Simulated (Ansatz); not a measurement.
# How the smearing shapes the phonons of LiNb2 in the C11b ordering

Does LiNb2 in the C11b ordering have a Kohn anomaly or a soft branch that a wide smearing hides? The first relaxation steps of the session are not shown, so no cell shown is the starting entry, unless a step says so.

Program: Ansatz 0.2.0. Level of theory: DFT LDA, scalar-relativistic, plane waves, PAW. Results are calculated unless marked as measured.

The structure was built from a prototype and need not be the compound's stable phase.

## Step 1: The cell after earlier relaxation steps

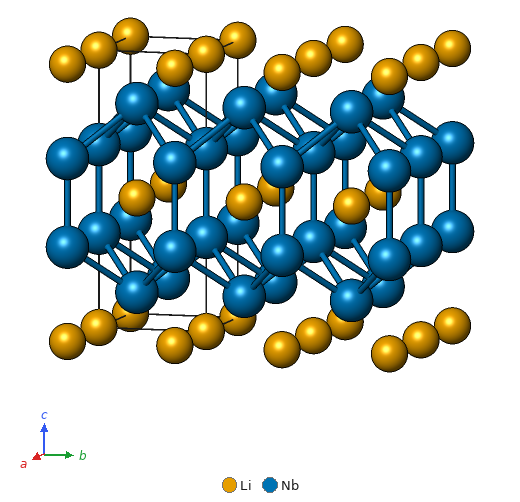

The starting structure, seen slightly off an axis (lithium orange, niobium blue). 2×3×1 cells are drawn. This picture shows the conventional cell, with its axes. Some periodic images of atoms are drawn too.

Structure file:

```cif
data_structure
_symmetry_space_group_name_H-M 'I4/mmm'
_symmetry_Int_Tables_number 139
_cell_length_a 3.3229
_cell_length_b 3.3229
_cell_length_c 8.3066
_cell_angle_alpha 90.000
_cell_angle_beta 90.000
_cell_angle_gamma 90.000
_cell_volume 91.72
loop_
_atom_site_label
_atom_site_type_symbol
_atom_site_symmetry_multiplicity
_atom_site_Wyckoff_symbol
_atom_site_fract_x
_atom_site_fract_y
_atom_site_fract_z
_atom_site_occupancy
Li1 Li 2 a 0.00000 0.00000 0.00000 1
Nb1 Nb 4 e 0.00000 0.00000 0.34024 1
```

## Step 2: Relaxing tightly for phonons

Phonons are second derivatives about the minimum, so the remaining forces must be small: the thresholds are tightened. Earlier relaxation steps are not shown.

Input file input.yaml:

```yaml
crystal:
  lattice:
    - [3.322855446, 0.0, -1.6454e-06]
    - [0.0, 3.322855446, -1.6454e-06]
    - [1.6614297797, 1.6614297797, 4.1532883713]
  atoms:
    - { symbol: Li, position: [0.0, 0.0, 0.0] }
    - { symbol: Nb, position: [0.6597607114, 0.6597607114, 0.6804785771] }
    - { symbol: Nb, position: [0.3402392886, 0.3402392886, 0.3195214229] }
kpoints:
  mp_grid: { grid: [10, 10, 10] }
hamiltonian:
  xc: lda
scf:
  occupations: { method: methfessel_paxton, width: 0.2 }
output:
  forces: true
  stress: true
  eigenvalues: true
relax:
  adjacent_minimum: "off"
  f_tol: 0.001
  max_steps: 60
  cell: { stress_tol: 0.01 }
```

Run with:

```
ansatz run input.yaml --threads 4 --pin off --max-ram 8192MiB --backend cpu --events-out ev --progress --plain --runs-dir out
```

Numbers of over 12 decimals in the logs are rounded to 6 here.

The log of the run:

```text
[the first part of the log is left out]
  E_paw        = -5949.697873  (= ΣΔE_a)
  E_vpaw       = -234.762116  (= ΣTr[D̂ρ^β])
  E_aug_tail   = 0.000028  (compensation charges beyond the density's cutoff)
  E_ewald      = -2640.718920
  E_core_change = 0.851389  (= ΣΔE_core)
  E_smearing   = 0.004211  (= −TS)
  E_closure    = 0.000000  (closes the sum)
  Σ components = -9085.623633   (vs F -9085.623633, Δ=0.00e0)
--- Forces (eV/Å), atoms counted from 1 ---
  atom   1  Li     0.00000000     0.00000000     0.00000000
  atom   2  Nb     0.00000000     0.00000000     0.00004514
  atom   3  Nb    -0.00000000    -0.00000000    -0.00004514
  max |Σ_I F_I| component: 1.36e-20 eV/Å
--- Stress (GPa, compression-positive) ---
       -0.000813      -0.000000       0.000000
       -0.000000      -0.000813       0.000000
        0.000000       0.000000      -0.000691
  P = ⅓ Tr σ = -0.0008 GPa (-0.008 kbar)
--- Band table (eV; the first three rows and the last of 102) ---
  k-point 0: bands = ["-39.7828", "-39.3792", "-29.0278", "-16.4794", "-15.8908", "-15.8908", "-15.3592", "-15.3592", "-15.1530", "9.1313", "11.9908", "12.2063", "14.7680", "14.9436", "15.2646", "15.3051", "15.3051", "16.0449", "16.0449"]
  k-point 1: bands = ["-39.7748", "-39.3878", "-29.0281", "-16.4507", "-15.9018", "-15.9018", "-15.3472", "-15.3472", "-15.1830", "9.2292", "11.9187", "12.0979", "14.7423", "15.0737", "15.0737", "15.0833", "15.2895", "16.3519", "16.3519"]
  k-point 2: bands = ["-39.7518", "-39.4122", "-29.0286", "-16.3681", "-15.9286", "-15.9286", "-15.3180", "-15.3180", "-15.2689", "9.5142", "11.7517", "11.8480", "14.5581", "14.7295", "14.7295", "15.3576", "15.4353", "16.9244", "16.9244"]
  k-point 101: bands = ["-39.6064", "-39.4864", "-29.0225", "-16.3083", "-16.2745", "-16.2065", "-15.4020", "-15.3633", "-15.3561", "11.8249", "12.2994", "12.3284", "12.4504", "14.5220", "14.9788", "15.6324", "18.2301", "18.5102", "18.8396"]
--- Relaxed structure (5 steps of the walk, 4 accepted, 1 SCFs on fresh bases) ---
  F+E_penalty+E_count = -9085.62363320 eV   max|allowed force component| = 4.514e-5 eV/Å   (the final SCF, on the basis selected at the relaxed cell)
  cell:  # Å, volume = 45.8628 Å³
    - [3.323072, -4.074257901989514e-13, -1.6455427059567417e-6]
    - [-4.0742579019896534e-13, 3.323072, -1.6455427059567698e-6]
    - [1.661538, 1.661538, 4.153182]
  atoms:
    - { symbol: Li, position: [0, 0, 0] }
    - { symbol: Nb, position: [0.659856, 0.659856, 0.680288] }
    - { symbol: Nb, position: [0.340144, 0.340144, 0.319712] }
```

Elapsed: 6.1 s, on 4 threads of Arm Neoverse V2, shared host; peak memory 0.39 GiB; 22 s of CPU time.

Little changed from the start: no atom moved by 0.005 Å and no cell edge by 0.1 %.

This step gave:

```yaml
pressure: -7.72e-4 GPa
volume_per_atom: 15.29 Å³
metallic_on_mesh: yes
gap_on_the_k_mesh: 0 eV
```

The largest force is now 4.5e-5 eV/Å and the largest stress component 8.1e-4 GPa, small enough for phonons.

## Step 3: Phonons along a line: Fermi–Dirac smearing of 0.1 eV

Each wavevector is solved by itself, so no interpolation smooths a dip of the branch.

Input file input.yaml:

```yaml
crystal:
  lattice:
    - [3.3230723021, 0.0, -1.6455e-06]
    - [0.0, 3.3230723021, -1.6455e-06]
    - [1.6615382077, 1.6615382077, 4.1531817239]
  atoms:
    - { symbol: Li, position: [0.0, 0.0, 0.0] }
    - { symbol: Nb, position: [0.6598561032, 0.6598561032, 0.6802877936] }
    - { symbol: Nb, position: [0.3401438968, 0.3401438968, 0.3197122064] }
kpoints:
  mp_grid: { grid: [12, 12, 12] }
hamiltonian:
  xc: lda
scf:
  occupations: { method: fermi_dirac, width: 0.1 }
output:
  eigenvalues: true
phonons:
  method: dfpt
  qpoints:
    - [0, 0, 0]
    - [0.083333333, 0.083333333, 0.083333333]
    - [0.166666667, 0.166666667, 0.166666667]
    - [0.25, 0.25, 0.25]
    - [0.333333333, 0.333333333, 0.333333333]
    - [0.416666667, 0.416666667, 0.416666667]
    - [0.5, 0.5, 0.5]
```

The log of the run:

```text
The run solves and reports these wavevectors of phonons.qpoints, in the list's order, at another value: [0.083333333, 0.083333333, 0.083333333] as [0.083333, 0.083333, 0.083333], [0.166666667, 0.166666667, 0.166666667] as [0.166667, 0.166667, 0.166667], [0.333333333, 0.333333333, 0.333333333] as [0.333333, 0.333333, 0.333333], [0.416666667, 0.416666667, 0.416666667] as [0.416667, 0.416667, 0.416667].
[...]
Crystal: 3 atoms, lattice volume = 45.863 Å³
Basis set: ecut = 420 eV, 897 PW (Γ), exchange–correlation on 64×64×64 points (8 copies of the dense FFT grid, shifted against one another)
Bands: 19, of which v1, the nominal top of the filled ones, is band 15 counted from 1 (14 counted from 0)
Symmetry: 16 space group operations
k-points: 163 of 1728
[...]
SCF iter   1: F=—  HF=-9085.663570 eV  |F-HF|=—  |Δ(HF+E_count)|=         —  Δρ=8.30e-3  dr2=9.07e-3  ethr=1.77e-3  ⟨swp⟩=5.2  Hψ=13997  notcnv=0
[...]
SCF iter   9: F=-9085.656781 eV  HF=-9085.656781 eV  |F-HF|=3.64e-12  |Δ(HF+E_count)|=  1.82e-12  Δρ=3.61e-8  dr2=5.38e-13  ethr=1.00e-12  ⟨swp⟩=4.5  Hψ=11129  notcnv=0
SCF 1 converged in 9 iterations: F = -9085.656781 eV  dr2 = 5.38e-13
[...]
NSCF: frozen V_eff on 163 k-points
[...]
DFPT response loops at q = (0, 0, 0) (fractional): preconditioner auto → Kerker (q_TF=auto, 2.528 Å⁻¹) (partly filled bands, converged f_vac=0.000); β = 1.00, the filter's whole step (`scf.mixing.beta` (0.50) is not read by the response loops under this deck's `scf.mixing.preconditioner`; to damp them name `kerker` or `kerker_dos`, under which they read `scf.mixing.beta`, and type it under 1.00, their step now; both keys bind the ground state too); Broyden in place of MSR1
[...]
SCF converged after 9 iterations
Free energy (F): -9085.656781 eV
[...]
Internal energy: -9085.586253 eV  (E = F + TS)
E sigma→0 (E₀):  -9085.621517 eV
Entropy (-TS):   -0.070528 eV (-23.509 meV/atom)
Fermi energy:    14.445984 eV
[...]
--- Band table (eV; the first three rows and the last of 163) ---
  k-point 0: bands = [... 11 lower, 12.2072, 14.7701, 14.9446, 15.2687, 15.3071, 15.3071, 16.0475, 16.0475]
  k-point 1: bands = [... 11 lower, 12.1303, 14.7547, 15.0430, 15.1326, 15.1326, 15.2861, 16.2744, 16.2744]
  k-point 2: bands = [... 11 lower, 11.9396, 14.6494, 14.8425, 14.8425, 15.3036, 15.3352, 16.7229, 16.7229]
  k-point 162: bands = [... 11 lower, 12.3728, 12.3728, 14.7398, 14.7398, 15.6555, 18.2328, 18.5129, 18.8434]
--- Phonons (Γ-DFPT): 4 representative perturbations + reference (Σ response iterations 12) ---
  ASR residual: 9.470e-4 → 0.000e0 eV/Å²; symmetrization residual: 2.294e-4 eV/Å²
  ASR residual per site (eV/Å²): 2.97e-6 9.47e-4 9.47e-4
  Γ frequencies (cm⁻¹): 0.00 0.00 0.00 143.82 143.82 160.78 456.94 483.05 483.05
  non-analytic LO–TO correction: not included (Born effective charges unavailable; polar crystals: no LO–TO splitting at Γ)
--- Phonons (arbitrary-q DFPT): 7 explicit q-points ---
  q = [0, 0, 0] (of the zone-centre solve; hermiticity 3.99e-5, symmetrization 2.00e-5): -0.00 -0.00 0.00 143.82 143.82 160.78 456.94 483.05 483.05
  q = [0.083333, 0.083333, 0.083333] (4 solved perturbations in 3744 linear systems a pass and spin channel, the states on 1728 of 1728 k-point pairs; hermiticity 2.63e-4, symmetrization 1.32e-4): 6.35 34.76 62.00 139.25 140.46 163.94 457.37 482.83 482.85
[...]
sum rule: each row above includes the acoustic sum rule's correction from the zone centre's row sums; it moved no ω² by more than (1.66 cm⁻¹)²
```

Run time: 6.9 min. Hardware: 4 threads; peak memory 2.9 GiB.

The column dr2 measures how far the density is from self-consistency, as an energy; F and HF (Harris–Foulkes) agree once it is small.

Each wavevector solved by linear response. Frequency against |q| along the line; 7 of 9 lines:

```tsv
|q| along the line (Å⁻¹)	mode 1 (cm⁻¹)	mode 2 (cm⁻¹)	mode 3 (cm⁻¹)	mode 4 (cm⁻¹)	mode 5 (cm⁻¹)	mode 6 (cm⁻¹)	mode 7 (cm⁻¹)
0.000	0	0	0	144	144	161	457
0.223	6.35	34.8	62	139	140	164	457
0.446	26.2	69.1	112	130	145	171	459
0.668	42.1	103	122	131	155	184	459
0.891	50.9	121	125	134	161	185	458
1.114	55.5	114	120	154	165	179	459
1.337	57.4	110	119	160	167	177	460
```

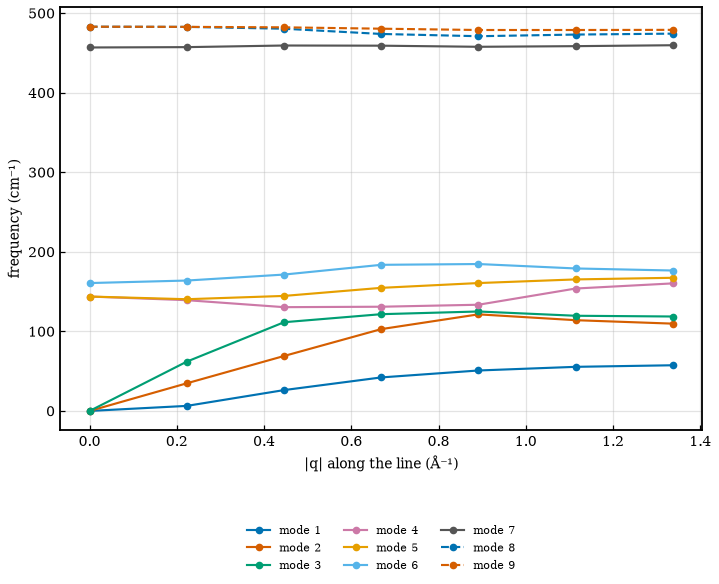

Frequency, plotted against |q| along the line.

## Step 4: Wavevectors along a line: Fermi–Dirac smearing of 0.25 eV

Each wavevector is solved by itself, so no interpolation smooths a dip of the branch.

input.yaml: that of step 3 with these lines changed.

```diff
@@ -14,3 +14,3 @@
 scf:
-  occupations: { method: fermi_dirac, width: 0.1 }
+  occupations: { method: fermi_dirac, width: 0.25 }
 output:
```

Wider smearing eases the sum over k-points of a metal but moves the result away from its zero-temperature value.

The log of the run:

```text
band count auto-derived: 20 (N_el = 29.0; filled up to band 15; 19 by the electrons, moments and atoms)
[...]
Crystal: 3 atoms, lattice volume = 45.863 Å³
Basis set: ecut = 420 eV, 897 PW (Γ), exchange–correlation on 64×64×64 points (8 copies of the dense FFT grid, shifted against one another)
Bands: 20, of which v1, the nominal top of the filled ones, is band 15 counted from 1 (14 counted from 0)
Symmetry: 16 space group operations
k-points: 163 of 1728
[...]
SCF iter   1: F=—  HF=-9085.856642 eV  |F-HF|=—  |Δ(HF+E_count)|=         —  Δρ=7.66e-3  dr2=7.81e-3  ethr=1.77e-3  ⟨swp⟩=5.1  Hψ=14324  notcnv=0
[...]
SCF iter   9: F=-9085.850096 eV  HF=-9085.850096 eV  |F-HF|=1.82e-12  |Δ(HF+E_count)|=  1.82e-12  Δρ=3.21e-8  dr2=4.05e-13  ethr=1.00e-12  ⟨swp⟩=4.6  Hψ=11765  notcnv=0
SCF 1 converged in 9 iterations: F = -9085.850096 eV  dr2 = 4.05e-13
[...]
SCF converged after 9 iterations
Free energy (F): -9085.850096 eV
[...]
Internal energy: -9085.366827 eV  (E = F + TS)
E sigma→0 (E₀):  -9085.608462 eV
Entropy (-TS):   -0.483269 eV (-161.090 meV/atom)
Fermi energy:    14.515847 eV
[...]
--- Band table (eV; the first three rows and the last of 163) ---
  k-point 0: bands = [... 11 lower, 12.2070, 14.7822, 14.9475, 15.2718, 15.3147, 15.3147, 16.0503, 16.0503, ... 1 higher]
  k-point 1: bands = [... 11 lower, 12.1303, 14.7664, 15.0458, 15.1395, 15.1395, 15.2893, 16.2780, 16.2780, ... 1 higher]
  k-point 2: bands = [... 11 lower, 11.9402, 14.6603, 14.8488, 14.8488, 15.3062, 15.3383, 16.7270, 16.7270, ... 1 higher]
  k-point 162: bands = [... 11 lower, 12.3783, 12.3783, 14.7396, 14.7396, 15.6673, 18.2367, 18.5166, 18.8503, ... 1 higher]
[...]
ASR residual: 1.596e-3 → 0.000e0 eV/Å²; symmetrization residual: 2.291e-4 eV/Å²
  ASR residual per site (eV/Å²): 1.09e-5 1.60e-3 1.60e-3
  Γ frequencies (cm⁻¹): 0.00 0.00 0.00 142.58 142.58 171.71 456.51 481.30 481.30
[...]
--- Phonons (arbitrary-q DFPT): 7 explicit q-points ---
[...]
```

The job ended after 7.6 min (4 threads; peak memory 3.1 GiB; 29 min of CPU time).

Each wavevector solved by linear response. Frequency against |q| along the line; 7 of 9 lines:

```tsv
|q| along the line (Å⁻¹)	mode 1 (cm⁻¹)	mode 2 (cm⁻¹)	mode 3 (cm⁻¹)	mode 4 (cm⁻¹)	mode 5 (cm⁻¹)	mode 6 (cm⁻¹)	mode 7 (cm⁻¹)
0.000	0	0	0	143	143	172	457
0.223	10.7	33.7	62.4	142	142	171	458
0.446	26.9	67.1	111	141	142	173	459
0.668	42.3	99.0	132	141	146	181	459
0.891	52.7	126	130	143	151	183	458
1.114	58.1	118	145	146	155	178	459
1.337	59.7	112	147	151	155	176	460
```

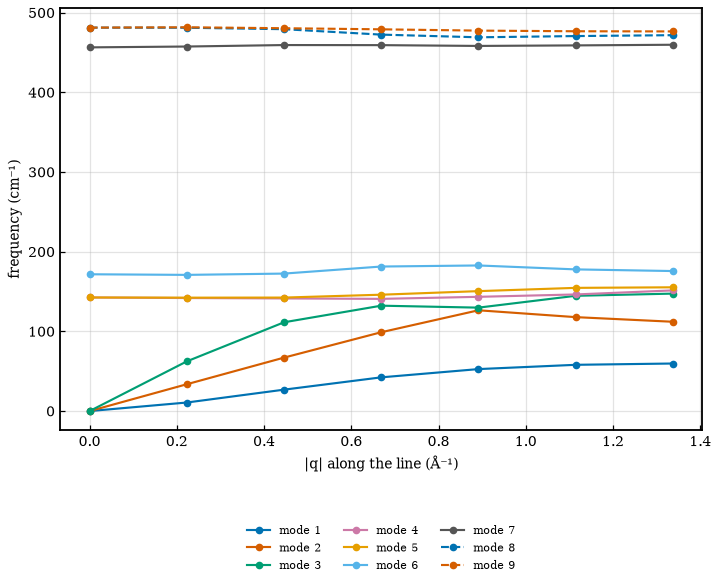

Frequency against |q| along the line.

Against step 3 (now smearing width 0.25 eV), the free energy moves by -64.4 meV an atom.

## Step 5: Phonons along a line: Fermi–Dirac smearing of 0.04 eV

The smearing blurs the Fermi surface that screens the phonons; a Fermi–Dirac width is an electronic temperature.

input.yaml: that of step 4 with these lines changed.

```diff
@@ -14,3 +14,3 @@
 scf:
-  occupations: { method: fermi_dirac, width: 0.25 }
+  occupations: { method: fermi_dirac, width: 0.04 }
 output:
```

Narrower smearing comes nearer the zero-temperature value but asks more of the mesh.

The log of the run:

```text
[...]
Crystal: 3 atoms, lattice volume = 45.863 Å³
Basis set: ecut = 420 eV, 897 PW (Γ), exchange–correlation on 64×64×64 points (8 copies of the dense FFT grid, shifted against one another)
Bands: 19, of which v1, the nominal top of the filled ones, is band 15 counted from 1 (14 counted from 0)
Symmetry: 16 space group operations
k-points: 163 of 1728
[...]
SCF iter   1: F=—  HF=-9085.633674 eV  |F-HF|=—  |Δ(HF+E_count)|=         —  Δρ=8.40e-3  dr2=9.24e-3  ethr=1.77e-3  ⟨swp⟩=5.8  Hψ=14220  notcnv=0
[...]
SCF iter   9: F=-9085.626725 eV  HF=-9085.626725 eV  |F-HF|=0.00e0  |Δ(HF+E_count)|=  1.82e-12  Δρ=3.36e-8  dr2=4.68e-13  ethr=1.00e-12  ⟨swp⟩=4.4  Hψ=10961  notcnv=0
SCF 1 converged in 9 iterations: F = -9085.626725 eV  dr2 = 4.68e-13
[...]
SCF converged after 9 iterations
Free energy (F): -9085.626725 eV
[...]
Internal energy: -9085.614711 eV  (E = F + TS)
E sigma→0 (E₀):  -9085.620718 eV
Entropy (-TS):   -0.012014 eV (-4.005 meV/atom)
Fermi energy:    14.422538 eV
[...]
--- Band table (eV; the first three rows and the last of 163) ---
  k-point 0: bands = [... 11 lower, 12.2069, 14.7701, 14.9440, 15.2667, 15.3071, 15.3071, 16.0467, 16.0467]
  k-point 1: bands = [... 11 lower, 12.1299, 14.7547, 15.0423, 15.1325, 15.1325, 15.2842, 16.2737, 16.2737]
  k-point 2: bands = [... 11 lower, 11.9393, 14.6495, 14.8422, 14.8422, 15.3029, 15.3333, 16.7223, 16.7223]
  k-point 162: bands = [... 11 lower, 12.3729, 12.3729, 14.7393, 14.7393, 15.6551, 18.2313, 18.5113, 18.8426]
[...]
ASR residual: 1.108e-4 → 0.000e0 eV/Å²; symmetrization residual: 2.297e-4 eV/Å²
  ASR residual per site (eV/Å²): 8.19e-6 1.11e-4 1.11e-4
  Γ frequencies (cm⁻¹): 0.00 0.00 0.00 142.66 142.66 149.30 458.10 483.44 483.44
[...]
--- Phonons (arbitrary-q DFPT): 7 explicit q-points ---
[...]
```

Wall time 6.7 min (4 threads); peak memory 2.9 GiB.

Each wavevector solved by linear response. The frequency by |q| along the line; 7 of 9 lines:

```tsv
|q| along the line (Å⁻¹)	mode 1 (cm⁻¹)	mode 2 (cm⁻¹)	mode 3 (cm⁻¹)	mode 4 (cm⁻¹)	mode 5 (cm⁻¹)	mode 6 (cm⁻¹)	mode 7 (cm⁻¹)
0.000	0	0	0	143	143	149	458
0.223	5.05	34.9	61.1	134	138	161	458
0.446	24.3	68.9	111	119	142	170	460
0.668	41.0	101	104	129	158	184	459
0.891	47.0	104	122	135	165	186	458
1.114	51.7	94.9	114	156	168	179	459
1.337	56.2	85.7	109	162	171	176	460
```

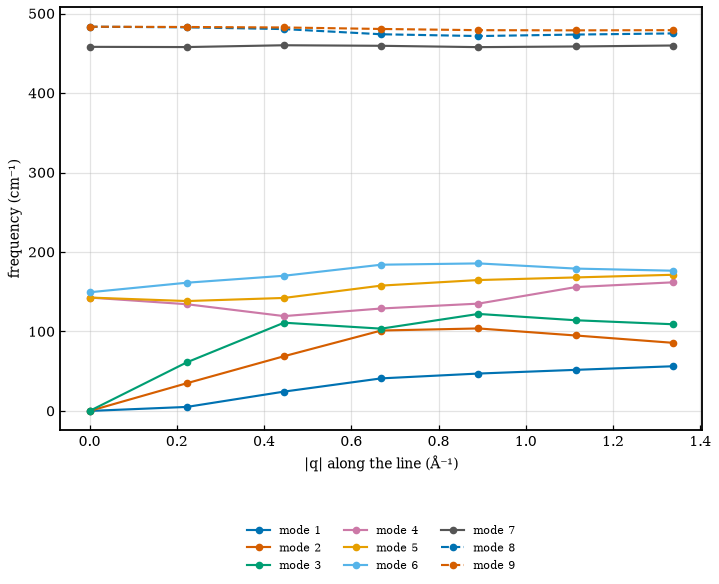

Frequency against |q| along the line.

Against step 3 (now smearing width 0.04 eV), the free energy moves by +10.0 meV an atom.

[end of part 1 of 2]

[Logs are printed without paths, hosts, clocks, repeated set-up lines and the standing remarks that a program may print on its own settings, such as how far it seeks lower states.]

[Hosts, paths, dates, database ids (printed as entryN), source tags and the programs' standing remarks are cut or masked in the printed files.]
